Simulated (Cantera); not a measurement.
Feed: 1 mol SiH2Cl2, 22 mol N2O, held at 0.0150 bar.

Cantera equilibrium calculation (NASA polynomials, part measured and part estimated; ideal gas, pure solids and liquids). Candidate condensed phases: H2O, NH4Cl, Si, SiO2, Si2N2O, Si3N4; 47 gas species. The tables hold silica as quartz up to 1696 K and as liquid above; real silica turns to tridymite and cristobalite and melts near 1996 K. Equilibrium is a limit: real reactors are often held back by kinetics, nucleation or transport.

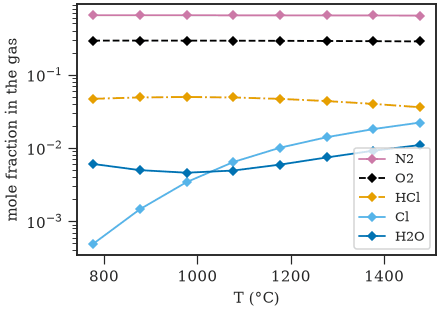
*Equilibrium gas composition (values under 1e-9 drawn at 1e-9)*

From 777 °C to 1377 °C the condensed part is SiO2(β-quartz). At 1477 °C the condensed part is SiO2(condensed).
